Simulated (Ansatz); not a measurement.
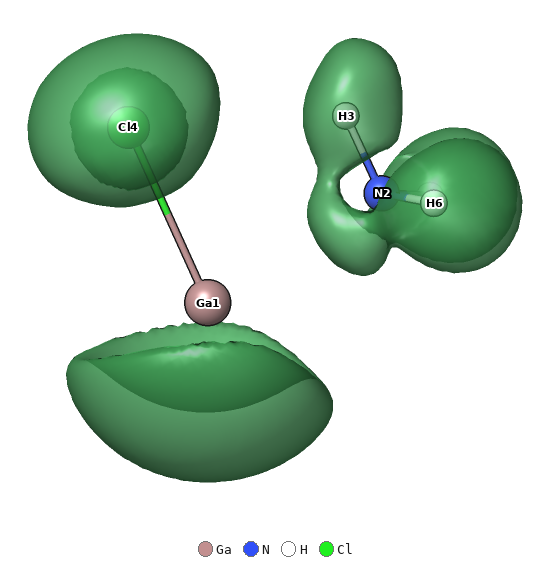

*ClGa···NH$_{3}$. Isosurface of the electron localisation function at 0.8 (green), seen at a tilt. Core shells and regions of very low density are left out.*

These are results of RKS B3LYP-D4/def2-SVP (Ansatz), not measurements.

```xyz
6

Ga    1.2069   -1.4771   -0.1897
N    -0.1796    0.5354   -0.4547
H    -0.6351    0.5015    0.4616
Cl    0.2042   -1.5126    1.8913
H    -0.9052    0.5229   -1.1746
H     0.3090    1.4298   -0.5339
```

> Describe the localisation domains.

At this value the surface marks out one lobe on Ga, pointing away from the bonds (lone pairs), one region wrapped around Cl (its valence shell) and one joined region spread over several atoms (H, N), in which their bonds and any lone pairs are merged. Profiles from the grid: Ga1···N2 (2.46 Å): the ELF peaks at about 0.95 in the valence shell of N, 0.7 Å from its nucleus, and is about 0.25 at the midpoint. Ga–Cl (2.31 Å): the ELF peaks at about 0.85 in the valence shell of Cl, 0.8 Å from its nucleus, and is about 0.45 at the midpoint.
